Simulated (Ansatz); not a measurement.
CH₄Cl₂Si: nudged elastic band

The run: nudged elastic band of CH₄Cl₂Si. Method and program: RKS PBE0-D4/6-31G* (Ansatz 0.2.0).

It belongs to a series of runs on one base structure; here: band between the two ends. Figures and captions count atoms from 1; the log counts them from 0 in places.

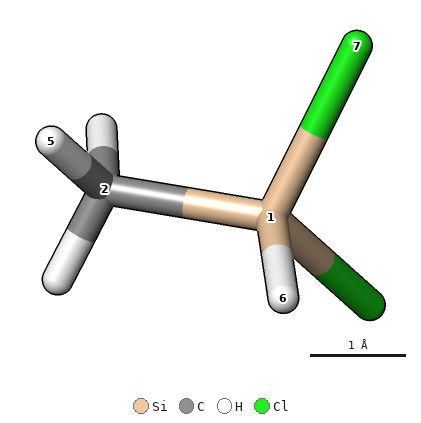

Figure 1. The input geometry (stick view, seen at a tilt; atoms are numbered from 1 in the order of the input). Bond lengths as drawn: Cl–Si 2.06 Å, C–H 1.09 to 1.10 Å, C–Si 1.86 Å and H–Si 1.48 Å.

### Key numbers

- outcome: converged
- barrier, forward: 3.542 eV
- barrier, backward: 2.036 eV
- hardware: 1 thread of Arm Neoverse V1, 24 GiB of memory available, shared host
- wall time: 7 min
- peak memory: 0.17 GiB

### Remarks

The order of the saddle point was not checked.

### Input file
```yaml
crystal:
  periodic: [false, false, false]
  atoms:
    - { symbol: Si, position_ang: [0.41283, 0.01765, 0.033108] }
    - { symbol: C, position_ang: [0.847783, -0.009335, 1.83877] }
    - { symbol: H, position_ang: [-0.053928, -0.099201, 2.452339] }
    - { symbol: H, position_ang: [1.502657, -0.858788, 2.060049] }
    - { symbol: H, position_ang: [1.366603, 0.913361, 2.119509] }
    - { symbol: H, position_ang: [1.583163, 0.12855, -0.865433] }
    - { symbol: Cl, position_ang: [-0.811586, 1.627377, -0.357944] }
    - { symbol: Cl, position_ang: [-0.575922, -1.719614, -0.464499] }
basis:
  gaussian: { orbitals: "6-31G*" }
hamiltonian:
  xc: pbe0
  dispersion: d4
neb:
  order_check: false
  images: 7
  f_tol: 0.03
  max_iterations: 47
  final_atoms:
    - { symbol: Si, position_ang: [-0.16487333, 0.19197813, -1.23371963] }
    - { symbol: C, position_ang: [1.40904387, -0.09671769, 1.83884238] }
    - { symbol: H, position_ang: [0.50696915, -0.71245319, 1.89408074] }
    - { symbol: H, position_ang: [2.02570006, -0.28450216, 2.72257741] }
    - { symbol: H, position_ang: [1.13458972, 0.96151435, 1.80874846] }
    - { symbol: H, position_ang: [1.98813152, -0.3586717, 0.94721907] }
    - { symbol: Cl, position_ang: [-1.26596004, 1.75862247, -0.39277614] }
    - { symbol: Cl, position_ang: [-1.36200095, -1.45977022, -0.76907328] }
  initial_path:
    images:
      - { positions_ang: [[0.41283, 0.01765, 0.033108], [0.847783, -0.009335, 1.83877], [-0.053928, -0.099201, 2.452339], [1.502657, -0.858788, 2.060049], [1.366603, 0.913361, 2.119509], [1.583163, 0.12855, -0.865433], [-0.811586, 1.627377, -0.357944], [-0.575922, -1.719614, -0.464499]] }
      - { positions_ang: [[0.31103982, 0.01478017, 0.02395483], [0.92435195, -0.00856998, 1.808731], [-0.0024626, -0.15383731, 2.35932542], [1.6067381, -0.82414512, 2.06733343], [1.37092244, 0.93784985, 2.11408639], [1.5980406, 0.09735446, -0.58098437], [-0.85676679, 1.65791981, -0.44525713], [-0.68026351, -1.72135188, -0.53129058]] }
      - { positions_ang: [[0.20924963, 0.01191034, 0.01480165], [1.00092091, -0.00780496, 1.778692], [0.04900279, -0.20847362, 2.26631185], [1.71081919, -0.78950224, 2.07461786], [1.37524188, 0.9623387, 2.10866379], [1.61291819, 0.06615892, -0.29653573], [-0.90194758, 1.68846262, -0.53257025], [-0.78460502, -1.72308975, -0.59808217]] }
      - { positions_ang: [[0.10745945, 0.00904052, 0.00564848], [1.07748986, -0.00703994, 1.748653], [0.10046819, -0.26310993, 2.17329827], [1.81490029, -0.75485937, 2.08190229], [1.37956132, 0.98682755, 2.10324118], [1.62779579, 0.03496338, -0.0120871], [-0.94712837, 1.71900543, -0.61988338], [-0.88894653, -1.72482763, -0.66487375]] }
      - { positions_ang: [[0.00566926, 0.00617069, -0.0035047], [1.15405882, -0.00627493, 1.71861401], [0.15193359, -0.31774625, 2.0802847], [1.91898138, -0.72021649, 2.08918672], [1.38388077, 1.0113164, 2.09781857], [1.64267338, 0.00376784, 0.27236154], [-0.99230915, 1.74954823, -0.7071965], [-0.99328804, -1.72656551, -0.73166533]] }
      - { positions_ang: [[-0.03696638, 0.05262255, -0.31105843], [1.21780508, -0.02888562, 1.7486711], [0.24069248, -0.41642298, 2.03373371], [1.94566105, -0.6112879, 2.24753439], [1.321558, 0.99886589, 2.02555104], [1.72903792, -0.08684204, 0.44107592], [-1.06072188, 1.75181679, -0.62859141], [-1.08546627, -1.65986669, -0.74101732]] }
      - { positions_ang: [[-0.07960203, 0.09907441, -0.61861216], [1.28155134, -0.05149631, 1.77872819], [0.32945137, -0.51509972, 1.98718272], [1.97234072, -0.50235932, 2.40588206], [1.25923524, 0.98641538, 1.95328352], [1.81540245, -0.17745193, 0.6097903], [-1.1291346, 1.75408535, -0.54998632], [-1.1776445, -1.59316786, -0.75036931]] }
      - { positions_ang: [[-0.12223768, 0.14552627, -0.92616589], [1.34529761, -0.074107, 1.80878529], [0.41821026, -0.61377645, 1.94063173], [1.99902039, -0.39343074, 2.56422973], [1.19691248, 0.97396486, 1.88101599], [1.90176699, -0.26806181, 0.77850469], [-1.19754732, 1.75635391, -0.47138123], [-1.26982272, -1.52646904, -0.7597213]] }
      - { positions_ang: [[-0.16487333, 0.19197813, -1.23371963], [1.40904387, -0.09671769, 1.83884238], [0.50696915, -0.71245319, 1.89408074], [2.02570006, -0.28450216, 2.72257741], [1.13458972, 0.96151435, 1.80874846], [1.98813152, -0.3586717, 0.94721907], [-1.26596004, 1.75862247, -0.39277614], [-1.36200095, -1.45977022, -0.76907328]] }
```

Run as:
```bash
ansatz run input.yaml --threads 1 --pin off --max-ram 2048MiB --backend cpu --events-out ev --progress --plain --runs-dir out
```

### Output
```
Engine: ansatz 0.2.0, aarch64-unknown-linux-gnu
Functional definition: PBE0
  parameter a = 0.25
  parameter kappa = 0.804
  parameter beta = 0.06672455060314922
  exchange = (1 - a)*pbe_x(kappa = kappa, mu = beta*pi^2/3) + a*exact_x
  correlation = pbe_c(beta = beta)
852 factors; integrals over basis functions are off by at most 5.3e-4 eV
mean field evaluation 1: about -34010.8100 eV, gradient 3.7e1 eV
mean field evaluation 2: about -34010.2383 eV, gradient 3.8e1 eV
mean field evaluation 4: about -34014.0014 eV, gradient 8.7e-1 eV
mean field evaluation 8: about -34014.0216 eV, gradient 7.7e-3 eV
mean field -34014.02158409 eV, -1249.9922376834 hartree, gradient 2.9e-5 eV, S^2 0.000000; 0 other end points of the search recorded, 0 dependent functions left out
the calculation of the forces begins
reference -34014.02160577 eV, -1249.9922384802 hartree; 29, 29 occupied and 51, 51 virtual orbitals, 852 factors
852 factors; integrals over basis functions are off by at most 4.2e-4 eV
mean field evaluation 16: about -34012.4891 eV, gradient 3.0e0 eV
mean field -34012.53143673 eV, -1249.9374757780 hartree, gradient 3.5e-5 eV, S^2 0.000000; 0 other end points of the search recorded, 0 dependent functions left out
[... from here on the field's lines of each further geometry are left out, up to the last ...]
NEB iter   1: max|band force component| = 4.120e0 eV/Å  barrier→ = 5.6486 eV  barrier← = 4.1423 eV  Δτ_max = 0.2000 Å  (223 SCF iters)
NEB iter   2: max|band force component| = 2.177e0 eV/Å  barrier→ = 3.9479 eV  barrier← = 2.4416 eV  Δτ_max = 0.1934 Å  (197 SCF iters)
NEB iter   3: max|band force component| = 1.432e0 eV/Å  barrier→ = 3.8175 eV  barrier← = 2.3112 eV  Δτ_max = 0.1844 Å  (193 SCF iters)
NEB iter   4: max|band force component| = 1.180e0 eV/Å  barrier→ = 3.5613 eV  barrier← = 2.0550 eV  Δτ_max = 0.2000 Å  (196 SCF iters)
NEB iter   5: max|band force component| = 1.212e0 eV/Å  barrier→ = 3.5569 eV  barrier← = 2.0506 eV  Δτ_max = 0.0997 Å  (195 SCF iters)
NEB iter   6: max|band force component| = 1.341e0 eV/Å  barrier→ = 3.6338 eV  barrier← = 2.1275 eV  Δτ_max = 0.0503 Å  (194 SCF iters)
NEB iter   7: max|band force component| = 9.716e-1 eV/Å  barrier→ = 3.5770 eV  barrier← = 2.0707 eV  Δτ_max = 0.0501 Å  (193 SCF iters)
NEB iter   8: max|band force component| = 4.565e-1 eV/Å  barrier→ = 3.5451 eV  barrier← = 2.0388 eV  CI = image 3  Δτ_max = 0.0570 Å  (192 SCF iters)
NEB iter   9: max|band force component| = 1.755e-1 eV/Å  barrier→ = 3.5450 eV  barrier← = 2.0387 eV  CI = image 3  Δτ_max = 0.0692 Å  (193 SCF iters)
NEB iter  10: max|band force component| = 1.857e-1 eV/Å  barrier→ = 3.5432 eV  barrier← = 2.0369 eV  CI = image 3  Δτ_max = 0.0288 Å  (178 SCF iters)
NEB iter  11: max|band force component| = 5.233e-2 eV/Å  barrier→ = 3.5429 eV  barrier← = 2.0366 eV  CI = image 3  Δτ_max = 0.0091 Å  (181 SCF iters)
NEB iter  12: max|band force component| = 3.006e-2 eV/Å  barrier→ = 3.5426 eV  barrier← = 2.0363 eV  CI = image 3  Δτ_max = 0.0346 Å  (154 SCF iters)
NEB iter  13: max|band force component| = 6.912e-2 eV/Å  barrier→ = 3.5422 eV  barrier← = 2.0359 eV  CI = image 3  Δτ_max = 0.0174 Å  (190 SCF iters)
NEB iter  14: max|band force component| = 4.229e-2 eV/Å  barrier→ = 3.5420 eV  barrier← = 2.0357 eV  CI = image 3  Δτ_max = 0.0174 Å  (165 SCF iters)
the calculation of the forces begins
reference -34012.52678571 eV, -1249.9373048561 hartree; 29, 29 occupied and 51, 51 virtual orbitals, 852 factors
852 factors; integrals over basis functions are off by at most 6.2e-4 eV
mean field evaluation 896: about -34010.4711 eV, gradient 1.4e-5 eV
mean field -34010.47113352 eV, -1249.8617610317 hartree, gradient 1.4e-5 eV, S^2 0.000000; 1 other end points of the search recorded, 0 dependent functions left out
the calculation of the forces begins
reference -34010.47115463 eV, -1249.8617618073 hartree; 29, 29 occupied and 51, 51 virtual orbitals, 852 factors
NEB iter  15: max|band force component| = 8.845e-3 eV/Å  barrier→ = 3.5420 eV  barrier← = 2.0357 eV  CI = image 3  Δτ_max = 0.0000 Å  (333 SCF iters)
```

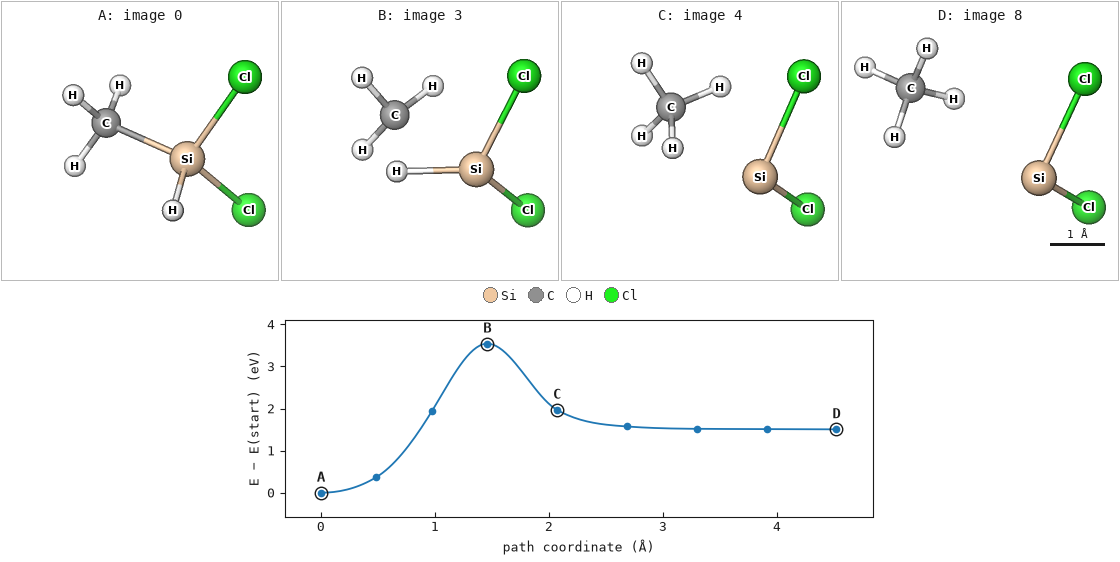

Figure 2. Images of the last band (counted from 0; ball-and-stick, seen at a tilt) above the energy along the path; the line is a cubic interpolation that uses the forces. The highest image is number 3, 3.542 eV above the start and 2.036 eV above the end (the climbing image); the end lies 1.506 eV above the start. The path is 4.52 Å long. The band converged in 15 iterations.

```
Total energy: -34010.65550724 eV, -1249.8685366407 hartree
Atom 0 at     0.325579     0.026906    -0.463319 Å, force     0.000358     0.000218    -0.001335 eV/Å
Atom 1 at     0.979377     0.005688     1.636475 Å, force     0.003991     0.003136    -0.001206 eV/Å
Atom 2 at    -0.035653    -0.092534     2.037935 Å, force    -0.000455     0.001176     0.001193 eV/Å
Atom 3 at     1.577219    -0.861771     1.926081 Å, force    -0.002273    -0.000734    -0.002323 eV/Å
Atom 4 at     1.425858     0.942333     1.978118 Å, force    -0.000425    -0.000004     0.002417 eV/Å
Atom 5 at     1.666885     0.093871     0.199588 Å, force    -0.001564    -0.000551     0.001189 eV/Å
Atom 6 at    -0.946519     1.634708    -0.194432 Å, force     0.000844    -0.001513     0.000765 eV/Å
Atom 7 at    -0.721147    -1.749201    -0.304548 Å, force    -0.000475    -0.001727    -0.000701 eV/Å
Dipole moment:     0.374827     0.015464     0.296165 e Å
this run last wrote the band of iteration 15 to [file]
```

### The last band as extended XYZ (Å, eV, eV/Å)
```
8
Properties=species:S:1:pos:R:3:forces:R:3 image=0 energy=-34014.19744
Si    0.4128    0.0176    0.0331   -0.0055  -0.0007   0.0092
C     0.8478   -0.0093    1.8388    0.0039   0.0000   0.0005
H    -0.0539   -0.0992    2.4523   -0.0048   0.0004  -0.0008
H     1.5027   -0.8588    2.0600    0.0010  -0.0048  -0.0007
H     1.3666    0.9134    2.1195    0.0014   0.0045  -0.0006
H     1.5832    0.1285   -0.8654    0.0046   0.0010  -0.0049
Cl   -0.8116    1.6274   -0.3579   -0.0007   0.0017  -0.0012
Cl   -0.5759   -1.7196   -0.4645    0.0001  -0.0021  -0.0015
8
Properties=species:S:1:pos:R:3:forces:R:3 image=1 energy=-34013.82766
Si    0.3649    0.0164    0.0058    0.1383  -0.0117   0.6053
C     0.8479   -0.0098    1.7629   -0.1820  -0.0273   0.3815
H    -0.0465   -0.1058    2.3663   -0.0305  -0.0201   0.6823
H     1.5323   -0.8513    1.9233   -0.1255  -0.0026   0.1322
H     1.3856    0.9193    1.9857   -0.1179  -0.0262   0.1448
H     1.7426    0.1255   -0.4925   -0.0850   0.0433  -1.3504
Cl   -0.8893    1.6183   -0.3099    0.2053  -0.0465  -0.3013
Cl   -0.6659   -1.7126   -0.4257    0.1973   0.0911  -0.2944
8
Properties=species:S:1:pos:R:3:forces:R:3 image=2 energy=-34012.26320
Si    0.3348    0.0201   -0.1602    0.2302  -0.0849   2.9228
C     0.8920   -0.0034    1.6609   -0.9303  -0.0745   0.2837
H    -0.0486   -0.0997    2.1768   -0.2543  -0.0547   1.2920
H     1.5571   -0.8520    1.8954   -0.3103   0.1139  -0.1723
H     1.4099    0.9255    1.9538   -0.2811  -0.1449  -0.1531
H     1.7736    0.1126   -0.1160    1.1094   0.1762  -2.9466
Cl   -0.9346    1.6327   -0.2391    0.2222  -0.0405  -0.6167
Cl   -0.7124   -1.7357   -0.3557    0.2142   0.1094  -0.6097
8
Properties=species:S:1:pos:R:3:forces:R:3 image=3 energy=-34010.65549
Si    0.3256    0.0269   -0.4633    0.0004   0.0002  -0.0013
C     0.9794    0.0057    1.6365    0.0040   0.0031  -0.0012
H    -0.0357   -0.0925    2.0379   -0.0005   0.0012   0.0012
H     1.5772   -0.8618    1.9261   -0.0023  -0.0007  -0.0023
H     1.4259    0.9423    1.9781   -0.0004   0.0000   0.0024
H     1.6669    0.0939    0.1996   -0.0016  -0.0006   0.0012
Cl   -0.9465    1.6347   -0.1944    0.0008  -0.0015   0.0008
Cl   -0.7211   -1.7492   -0.3045   -0.0005  -0.0017  -0.0007
8
Properties=species:S:1:pos:R:3:forces:R:3 image=4 energy=-34012.22848
Si    0.2549    0.0285   -0.8206   -0.2412   0.0090  -1.0675
C     1.1212    0.0181    1.6416    0.4455   0.0323   0.0038
H     0.0492   -0.0783    1.8573    0.2779   0.0335  -0.5279
H     1.6316   -0.8639    2.0221    0.1852  -0.0174   0.2588
H     1.4766    0.9555    2.0641    0.1835   0.0294   0.2462
H     1.4961    0.0713    0.5538   -0.5263  -0.0647   1.0326
Cl   -0.9925    1.6106   -0.2011   -0.1594  -0.0579   0.0287
Cl   -0.7655   -1.7419   -0.3013   -0.1652   0.0357   0.0253
8
Properties=species:S:1:pos:R:3:forces:R:3 image=5 energy=-34012.62365
Si    0.0615    0.0343   -1.1315   -0.0641  -0.0004  -0.1087
C     1.2457    0.0184    1.7590    0.0454   0.0075   0.0427
H     0.1643   -0.0893    1.8581    0.0367  -0.0007   0.0065
H     1.7445   -0.8443    2.2033    0.0329   0.0085   0.0613
H     1.5676    0.9496    2.2276    0.0349  -0.0043   0.0632
H     1.5441    0.0617    0.6989    0.0188  -0.0057   0.0410
Cl   -1.1359    1.5634   -0.3391   -0.0497  -0.0184  -0.0520
Cl   -0.9202   -1.6937   -0.4603   -0.0548   0.0134  -0.0541
8
Properties=species:S:1:pos:R:3:forces:R:3 image=6 energy=-34012.67926
Si   -0.1253    0.0542   -1.2963   -0.0023  -0.0031  -0.0047
C     1.3638    0.0017    1.8494    0.0072  -0.0045  -0.0017
H     0.2889   -0.1912    1.8783    0.0052  -0.0008   0.0004
H     1.8854   -0.7748    2.4132    0.0054   0.0030   0.0093
H     1.5699    0.9830    2.2818    0.0000   0.0017   0.0033
H     1.7306   -0.0143    0.8159    0.0050  -0.0011   0.0087
Cl   -1.2752    1.5891   -0.4616   -0.0104   0.0002  -0.0061
Cl   -1.1665   -1.6477   -0.6648   -0.0102   0.0047  -0.0093
8
Properties=species:S:1:pos:R:3:forces:R:3 image=7 energy=-34012.68678
Si   -0.1621    0.1004   -1.2847   -0.0009   0.0002   0.0011
C     1.3945   -0.0398    1.8503    0.0016  -0.0020   0.0015
H     0.3874   -0.4638    1.8698    0.0014  -0.0044   0.0006
H     2.0113   -0.5490    2.5947    0.0014   0.0042   0.0035
H     1.3473    1.0278    2.0757   -0.0045   0.0012  -0.0046
H     1.8504   -0.1848    0.8647    0.0031  -0.0016  -0.0002
Cl   -1.2384    1.6664   -0.4114    0.0009   0.0013   0.0006
Cl   -1.3188   -1.5573   -0.7433   -0.0029   0.0012  -0.0026
8
Properties=species:S:1:pos:R:3:forces:R:3 image=8 energy=-34012.69114
Si   -0.1649    0.1920   -1.2337    0.0115  -0.0019  -0.0070
C     1.4090   -0.0967    1.8388    0.0096   0.0085   0.0127
H     0.5070   -0.7125    1.8941    0.0147   0.0065   0.0012
H     2.0257   -0.2845    2.7226   -0.0235   0.0065  -0.0233
H     1.1346    0.9615    1.8087    0.0069  -0.0278   0.0013
H     1.9881   -0.3587    0.9472   -0.0063   0.0046   0.0081
Cl   -1.2660    1.7586   -0.3928   -0.0071   0.0069   0.0032
Cl   -1.3620   -1.4598   -0.7691   -0.0057  -0.0033   0.0037
```
